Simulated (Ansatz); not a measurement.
# GaB₂H (singlet): from a generated start to a stationary point

Where does this start of GaB₂H (singlet) end when it is relaxed?

Program: Ansatz 0.2.0, Gaussian basis. Level of theory: RKS PBE0/def2-TZVP. These are calculated values, not measurements.

## (1) Starting geometry

4 atoms, charge 0, spin multiplicity 1.

Atoms are counted from 1 here; the program's logs count them from 0.

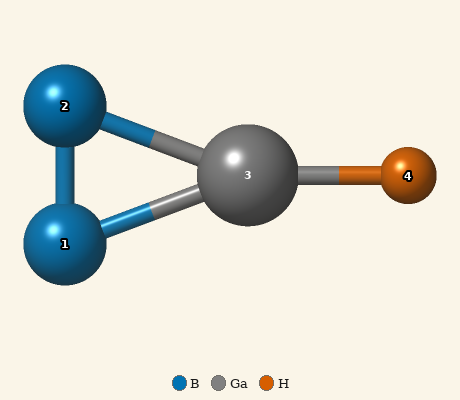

The starting geometry (boron blue, gallium grey, hydrogen orange); atoms are numbered from 1 in the order of the file.

Coordinates:

```mol
B2GaH
  3D, bonds by distance, orders not assigned

  4  4  0  0  0  0  0  0  0  0999 V2000
   -1.4359   -0.8351   -0.0094 B   0  0
   -1.5428    0.6154    0.0106 B   0  0
    0.4313    0.0318   -0.0002 Ga  0  0
    2.1145    0.1560   -0.0009 H   0  0
  1  2  8  0
  1  3  8  0
  2  3  8  0
  3  4  8  0
M  END
```

The start was built by rule and, where that kept it together, relaxed with GFN2-xTB. Sticks and bond lists go by distance. No spin-orbit coupling is included. 

## (2) Relaxation

in.yaml

```yaml
crystal:
  periodic: [false, false, false]
  atoms:
    - {symbol: B, position_ang: [-1.435869, -0.835098, -0.009388]}
    - {symbol: B, position_ang: [-1.542842, 0.615404, 0.010648]}
    - {symbol: Ga, position_ang: [0.431300, 0.031811, -0.000182]}
    - {symbol: H, position_ang: [2.114512, 0.155956, -0.000894]}
basis:
  gaussian: {orbitals: def2-TZVP}
hamiltonian: {xc: pbe0}
relax: {f_tol: 0.004, max_steps: 80}
```

The run is started by

```
$ ansatz run in.yaml --threads 1 --pin off --events-out ev --progress --plain --max-ram 2176MiB
```

Before running it: what results should come out? Wanted: energy gained; shift from the start; total energy; dipole moment.

The runs gave:

| quantity | value |
| --- | --- |
| steps | 5 |
| energy gained | 0.205 eV |
| shift from the start (rms) | 0.078 Å |
| total energy | -53732.5270 eV |
| dipole moment | 1.68 D |

**Reading.** The bonds of the start are those of the end. Ga3–H4 went from 1.688 to 1.549 Å. No vibrations were run, so this is a stationary point, not a proven minimum, and this spin need not be the ground state's.
